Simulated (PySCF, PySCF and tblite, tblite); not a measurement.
# C₁₂H₁₁BO: conformers and averaged spectra

Aim: find the conformers of C₁₂H₁₁BO (`OB(c1ccccc1)c1ccccc1`), weigh them, and average their properties.

Programs: PySCF 2.14.0 with density-fitted response routines of our own, and tblite 0.8.0. All values are computed, except where a source is named. Atoms count from 0 throughout.

### 1 The molecule as given

25 atoms, charge 0, multiplicity 1; geometry from: UFF geometry.

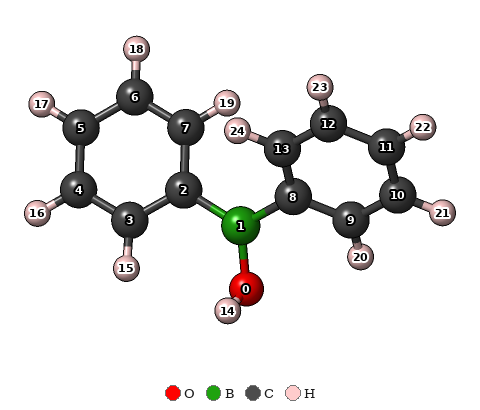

The starting geometry (oxygen red, boron green, carbon dark grey, hydrogen pink), atoms numbered.

### 2 GFN2-xTB relaxation, conformer 1

Job settings and geometry (Å):

```
{"job": {"xc": "GFN2-xTB", "basis": "xTB", "kind": "relax"}, "charge": 0, "multiplicity": 1}
O     -0.181600    -2.488700    -0.939100
B     -0.091200    -1.111500    -0.444000
C     -1.403300    -0.278800    -0.237600
C     -2.628600    -0.932400    -0.011700
C     -3.813300    -0.214200     0.159200
C     -3.801100     1.180500     0.054900
C     -2.596100     1.852600    -0.202900
C     -1.403500     1.131500    -0.350200
C      1.355000    -0.534200    -0.123500
C      2.464600    -1.046300    -0.797500
C      3.745600    -0.554900    -0.528000
C      3.919900     0.441600     0.437200
C      2.814900     0.948700     1.138900
C      1.542400     0.458200     0.853800
H     -0.261700    -3.040500    -0.124200
H     -2.666300    -2.018800     0.086300
H     -4.742100    -0.726700     0.346900
H     -4.715300     1.736800     0.175900
H     -2.588400     2.931500    -0.280200
H     -0.494300     1.666900    -0.578700
H      2.352000    -1.812600    -1.547300
H      4.604100    -0.944400    -1.056500
H      4.921200     0.830800     0.661500
H      2.951900     1.703300     1.883100
H      0.704200     0.845700     1.432700
```

On the command line:

```bash
$ OMP_NUM_THREADS=1 python ens_run.py task.json out
```

The driver reads the study from task.json and runs its stages one after another.

Output:

```text
step      E/eV     max force
  0    -995.21101    2.296
  1    -995.35790    1.343
  2    -995.41019    0.506
  3    -995.43140    0.703
  4    -995.44875    0.333
  5    -995.45438    0.240
  6    -995.45895    0.213
  7    -995.46581    0.333
  8    -995.47291    0.329
  9    -995.48032    0.248
 10    -995.49147    0.483
 11    -995.49415    2.311
 12    -995.53255    0.707
 13    -995.57962    0.890
 14    -995.46581    3.538
 15    -995.61534    1.613
 16    -995.60461    1.920
 17    -995.62134    1.442
 18    -995.62784    1.328
 19    -995.67767    0.921
 20    -995.77757    1.127
 21    -995.82700    1.610
 22    -995.85011    1.349
 23    -995.88211    0.455
 24    -995.89891    0.616
 25    -995.92289    0.716
 26    -995.94226    0.563
 27    -995.96297    0.397
 28    -995.97794    0.337
 29    -995.99078    0.271
 30    -996.00124    0.228
 31    -996.00940    0.179
 32    -996.01507    0.135
 33    -996.01833    0.202
 34    -996.02048    0.097
 35    -996.02217    0.072
 36    -996.02407    0.081
 37    -996.02615    0.101
 38    -996.02842    0.101
 39    -996.03026    0.093
 40    -996.03177    0.092
 41    -996.03306    0.080
 42    -996.03417    0.071
 43    -996.03512    0.081
 44    -996.03596    0.071
 45    -996.03675    0.068
 46    -996.03740    0.065
 47    -996.03786    0.043
 48    -996.03821    0.039
 49    -996.03821    0.039
 50    -996.03838    0.036
 51    -996.03894    0.030
 52    -996.03908    0.031
 53    -996.03944    0.035
 54    -996.03962    0.030
 55    -996.03983    0.031
 56    -996.04003    0.033
 57    -996.04024    0.030
 58    -996.04041    0.027
 59    -996.04055    0.023
 60    -996.04066    0.025
 61    -996.04078    0.028
 62    -996.04091    0.027
 63    -996.04105    0.027
 64    -996.04120    0.023
 65    -996.04135    0.030
 66    -996.04153    0.035
 67    -996.04176    0.033
 68    -996.04204    0.039
 69    -996.04226    0.032
 70    -996.04241    0.021
 71    -996.04252    0.020
 72    -996.04264    0.026
 73    -996.04278    0.027
 74    -996.04292    0.027
 75    -996.04303    0.022
 76    -996.04313    0.029
 77    -996.04322    0.026
 78    -996.04331    0.022
 79    -996.04338    0.019
 80    -996.04344    0.014
 81    -996.04349    0.016
 82    -996.04353    0.012
 83    -996.04356    0.010
 84    -996.04358    0.009
 85    -996.04361    0.011
 86    -996.04363    0.011
 87    -996.04366    0.009
 88    -996.04368    0.009
 89    -996.04369    0.011
 90    -996.04372    0.013
 91    -996.04376    0.018
 92    -996.04381    0.016
 93    -996.04386    0.016
 94    -996.04392    0.017
 95    -996.04398    0.022
 96    -996.04406    0.025
 97    -996.04414    0.021
 98    -996.04422    0.017
 99    -996.04430    0.020
100    -996.04437    0.020
101    -996.04443    0.019
102    -996.04448    0.012
103    -996.04452    0.017
104    -996.04455    0.014
105    -996.04458    0.012
106    -996.04460    0.010
107    -996.04462    0.010
108    -996.04465    0.012
109    -996.04468    0.014
110    -996.04472    0.016
111    -996.04477    0.017
112    -996.04482    0.020
113    -996.04488    0.016
114    -996.04492    0.014
115    -996.04495    0.009
116    -996.04496    0.008
117    -996.04497    0.006
118    -996.04498    0.006
119    -996.04499    0.005
120    -996.04499    0.006
121    -996.04500    0.006
122    -996.04500    0.005
123    -996.04501    0.004
124    -996.04501    0.004
```

It took 1.2 s on 1 thread of Arm Neoverse V2, shared host.

Relaxing gained 0.834 eV and moved the atoms by 0.23 Å on average (rms).

### 3 Shieldings, conformer 1: B3LYP/6-31G*

Job settings and geometry (Å):

```
{"job": {"xc": "B3LYP", "basis": "6-31G*", "kind": "nmr", "pop": true}, "charge": 0, "multiplicity": 1}
O     -0.303993    -2.489990    -0.600477
B     -0.142173    -1.193506    -0.292900
C     -1.438750    -0.308729    -0.192491
C     -2.674993    -0.892283     0.093656
C     -3.825730    -0.132576     0.190481
C     -3.770311     1.236847    -0.008763
C     -2.557998     1.837259    -0.305206
C     -1.408573     1.073284    -0.392372
C      1.294562    -0.585051    -0.036535
C      2.394324    -1.014365    -0.782677
C      3.660604    -0.501655    -0.566768
C      3.862378     0.447226     0.420975
C      2.789839     0.881709     1.182035
C      1.523830     0.375506     0.950318
H      0.493440    -3.019291    -0.650549
H     -2.720038    -1.960916     0.243587
H     -4.769712    -0.607218     0.418301
H     -4.668513     1.833470     0.063431
H     -2.510331     2.904832    -0.467689
H     -0.468640     1.551181    -0.630772
H      2.251236    -1.750893    -1.564161
H      4.492369    -0.844459    -1.166054
H      4.851071     0.845964     0.596831
H      2.942384     1.620196     1.956218
H      0.692784     0.717604     1.550716
```

Output:

```text
coarse grid: 22024 points
cycle   1  E = -563.9883955706  dE =  2.494e+00  |g| = 8.231e-01  |ddm| = 5.279e+00
cycle   2  E = -563.8732098417  dE =  1.152e-01  |g| = 1.145e+00  |ddm| = 1.937e+00
cycle   3  E = -564.1394864649  dE = -2.663e-01  |g| = 1.780e-01  |ddm| = 1.168e+00
cycle   4  E = -564.1464235959  dE = -6.937e-03  |g| = 4.196e-02  |ddm| = 2.152e-01
cycle   5  E = -564.1467803385  dE = -3.567e-04  |g| = 1.723e-02  |ddm| = 5.858e-02
cycle   6  E = -564.1468463854  dE = -6.605e-05  |g| = 7.723e-03  |ddm| = 2.523e-02
cycle   7  E = -564.1468633028  dE = -1.692e-05  |g| = 1.143e-03  |ddm| = 9.275e-03
cycle   8  E = -564.1468636436  dE = -3.408e-07  |g| = 4.130e-04  |ddm| = 1.885e-03
final grid: 216008 points
cycle   9  E = -564.0316264437  dE = -4.570e-05  |g| = 8.325e-03  |ddm| = 4.666e-02
cycle  10  E = -564.0316235048  dE =  2.939e-06  |g| = 9.137e-03  |ddm| = 2.053e-02
cycle  11  E = -564.0316461297  dE = -2.262e-05  |g| = 6.973e-04  |ddm| = 1.084e-02
cycle  12  E = -564.0316462256  dE = -9.589e-08  |g| = 3.508e-04  |ddm| = 1.056e-03
cycle  13  E = -564.0316462580  dE = -3.235e-08  |g| = 7.412e-05  |ddm| = 4.115e-04
cycle  14  E = -564.0316462592  dE = -1.223e-09  |g| = 3.711e-05  |ddm| = 1.288e-04
cycle  15  E = -564.0316462596  dE = -3.693e-10  |g| = 9.932e-06  |ddm| = 4.708e-05
converged SCF energy = -564.0316462596

GIAO shielding tensors (ppm)
atom      isotropic    diamagn.    paramagn.     s11        s22        s33       span
  0 O      187.996     387.664    -199.667     70.424    188.374    305.191    234.767
  1 B       69.671     207.996    -138.325     44.662     62.151    102.199     57.537
  2 C       62.760     254.597    -191.837    -17.608      8.532    197.356    214.964
  3 C       64.387     260.686    -196.299    -37.938     48.623    182.477    220.415
  4 C       72.352     254.793    -182.441    -24.186     59.571    181.671    205.857
  5 C       68.685     254.528    -185.843    -28.324     53.342    181.037    209.361
  6 C       72.770     257.917    -185.147    -23.731     60.737    181.304    205.035
  7 C       61.272     266.328    -205.056    -38.484     44.361    177.937    216.422
  8 C       60.255     258.010    -197.755    -18.300      3.562    195.501    213.801
  9 C       68.968     262.668    -193.701    -34.130     60.220    180.814    214.945
 10 C       71.875     254.849    -182.975    -25.303     58.735    182.191    207.494
 11 C       69.260     254.837    -185.577    -27.628     53.809    181.601    209.228
 12 C       72.099     258.158    -186.059    -24.410     58.421    182.287    206.697
 13 C       63.022     266.073    -203.051    -35.772     45.692    179.145    214.917
 14 H       26.952      30.959      -4.007     20.674     26.922     33.261     12.587
 15 H       24.289      32.705      -8.416     19.862     23.139     29.868     10.006
 16 H       25.069      26.101      -1.032     21.449     25.477     28.280      6.831
 17 H       25.052      25.232      -0.179     21.693     25.425     28.039      6.346
 18 H       25.185      30.692      -5.507     21.476     25.269     28.809      7.334
 19 H       24.890      39.451     -14.561     20.262     22.818     31.591     11.329
 20 H       24.967      33.686      -8.718     21.051     23.807     30.045      8.993
 21 H       25.072      26.556      -1.485     21.483     25.425     28.308      6.825
 22 H       25.044      25.385      -0.341     21.685     25.442     28.005      6.321
 23 H       25.119      30.489      -5.370     21.538     25.247     28.574      7.036
 24 H       24.876      38.826     -13.949     20.676     22.991     30.961     10.285
```

Run time: 80 s. Hardware: 1 thread of Arm Neoverse V2, shared host; peak memory 1.1 GiB.

This run: HOMO -6.60 eV, LUMO -0.95 eV; dipole 1.41 D.

Orbitals, density, ELF and potential are computed afterwards from the orbital file.

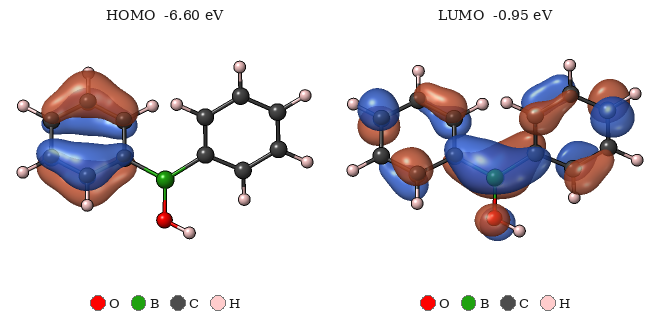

Frontier orbitals at B3LYP/6-31G*; each surface holds 70 % of the orbital's density, blue and red mark the sign.

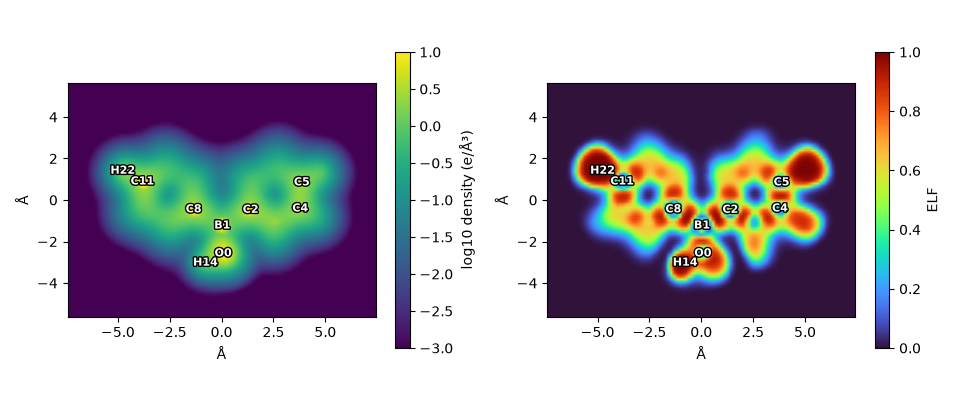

Density (left) and ELF (right) in a plane through or near 9 of the atoms.

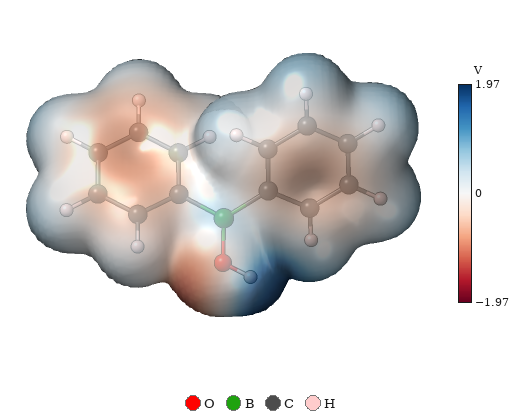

The potential that a unit positive charge feels on the 0.002 e/bohr³ surface, from the 1st to the 99th percentile, from -1.17 V near O0 to 1.97 V near H14.

### 4 Averages: properties at B3LYP/6-31G*

Job settings and geometry (Å):

```
{"job": {"study": "conf", "smiles": "OB(c1ccccc1)c1ccccc1", "search": {"seed": 3628, "n_embed": 150, "ff_keep": 22, "window": 3.0, "nmax": 10, "temps": [200, 250, 298.15, 350, 400], "t_ref": 298.15, "order": 0.002}, "level": {"nmr": {"xc": "B3LYP", "basis": "6-31G*"}}, "kind": "conf"}, "charge": 0, "multiplicity": 1}
O     -0.303993    -2.489990    -0.600477
B     -0.142173    -1.193506    -0.292900
C     -1.438750    -0.308729    -0.192491
C     -2.674993    -0.892283     0.093656
C     -3.825730    -0.132576     0.190481
C     -3.770311     1.236847    -0.008763
C     -2.557998     1.837259    -0.305206
C     -1.408573     1.073284    -0.392372
C      1.294562    -0.585051    -0.036535
C      2.394324    -1.014365    -0.782677
C      3.660604    -0.501655    -0.566768
C      3.862378     0.447226     0.420975
C      2.789839     0.881709     1.182035
C      1.523830     0.375506     0.950318
H      0.493440    -3.019291    -0.650549
H     -2.720038    -1.960916     0.243587
H     -4.769712    -0.607218     0.418301
H     -4.668513     1.833470     0.063431
H     -2.510331     2.904832    -0.467689
H     -0.468640     1.551181    -0.630772
H      2.251236    -1.750893    -1.564161
H      4.492369    -0.844459    -1.166054
H      4.851071     0.845964     0.596831
H      2.942384     1.620196     1.956218
H      0.692784     0.717604     1.550716
```

Output:

```text
conformer  sym    E(xTB)   E(DFT)   G(298.15 K)  weight  dipole/D
    1     C1      0.000    0.000    0.000   1.0000    1.414

mean shielding (ppm) by class
class atoms           200 K      250 K   298.15 K      350 K      400 K
  0 O  0            187.996    187.996    187.996    187.996    187.996
  1 B  1             69.671     69.671     69.671     69.671     69.671
  2 C  2,8           61.507     61.507     61.507     61.507     61.507
  3 C  3,7,9         64.412     64.412     64.412     64.412     64.412
  4 C  4,6,10        72.274     72.274     72.274     72.274     72.274
  5 C  5,11          68.973     68.973     68.973     68.973     68.973
  6 H  14            26.952     26.952     26.952     26.952     26.952
  7 H  15,19,20      24.756     24.756     24.756     24.756     24.756
  8 H  16,18,21      25.111     25.111     25.111     25.111     25.111
  9 H  17,22         25.048     25.048     25.048     25.048     25.048
```

It took 84 s on 1 thread of Arm Neoverse V2, shared host. This counts the runs that the step sums up.

The search (ETKDG and KDG, UFF, GFN2-xTB) embedded 150 structures, kept 1 distinct ones after the force field and 1 after xTB; 1 was carried on (window 3.0 kcal/mol at the search's own energies). Energies: B3LYP/6-31G* with D3(BJ).

The conformers at 298 K:

```
no.  group  mirror pair  ΔE xTB  ΔE DFT    ΔG  weight (%)  μ (D)  H14–O0–B1–C2 (°)  O0–B1–C2–C3 (°)  O0–B1–C8–C9 (°)     A, B, C (GHz)
  1     C1          yes    0.00    0.00  0.00       100.0   1.41              -180               25               37  1.59, 0.39, 0.33
```

Energies in kcal/mol. ΔG holds xTB vibrations and rotation, symmetry numbers and mirror pairs.

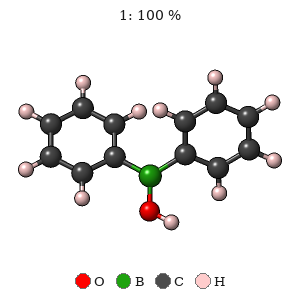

The one conformer.

Shifts against references run at the same level ($^{17}$O H2O 323.1, $^{1}$H TMS 32.51, $^{13}$C TMS 191.9 ppm of shielding), by class of atoms, at 298 K:

```
             atoms                        environment   average
            C2, C8        substituted aromatic carbon     130.4
   C3, C7, C9, C13                        aromatic CH     127.5
           C5, C11                        aromatic CH     122.9
  C4, C6, C10, C12                        aromatic CH     119.6
H15, H19, H20, H24         hydrogen on an aromatic CH      7.75
          H17, H22         hydrogen on an aromatic CH      7.46
H16, H18, H21, H23         hydrogen on an aromatic CH      7.39
               H14  hydrogen on an oxygen bonded to B      5.55
                O0              oxygen bonded to B, H     135.2
                B1             boron bonded to 2 C, O  69.7 (σ)
```

Effective distances for nuclear Overhauser effects, ⟨r⁻⁶⟩^(−1/6) over all pairs of two classes (Å): H16···H17 2.77; H14···H15 2.90; H15···H16 3.08.

### 5 Summary of results

| quantity | value |
| --- | --- |
| conformers | 1; the first in weight is no. 1 (C1), 100 % at 298 K |
| root-mean-square dipole | 1.41 D |
| averaged $^{13}$C shifts (B3LYP/6-31G*) | 130.4, 127.5, 122.9, 119.6 ppm |
| averaged $^{1}$H shifts (B3LYP/6-31G*) | 7.75, 7.46, 7.39, 5.55 ppm |

**Reading.** The search found one conformer in the window, so the averages are its own values. Protons on O, N, S or Se exchange and bind to solvent, so their values hold for the lone molecule only.
